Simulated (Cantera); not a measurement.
A closed system holds: 1 mol Ti(OiPr)4, 17 mol O2, 480 mol H2, equilibrated at 4.20 mbar.

Cantera equilibrium calculation (NASA polynomials, part measured and part estimated; ideal gas, pure solids and liquids). Candidate condensed phases: C, C6H6, C7H8, C8H18, H2O, Ti, TiC, TiO, TiO2, Ti2O3, Ti3O5, Ti4O7; 113 gas species. The feed counts by its element totals alone. Condensed phases not in the tables: Magnéli phases beyond Ti4O7. The numbers say what is thermodynamically allowed, not how fast it happens.

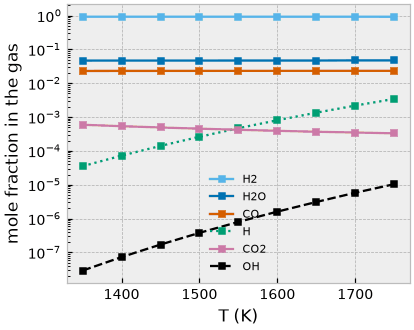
Figure: Equilibrium gas composition (values under 1e-9 drawn at 1e-9)

Problem. Read off the mole fractions at 1750 K.

Solution. H2 about 0.93, H2O about 0.048, CO about 0.023, H about 0.0035, CO2 about 0.00033, OH about 1.0e-5.
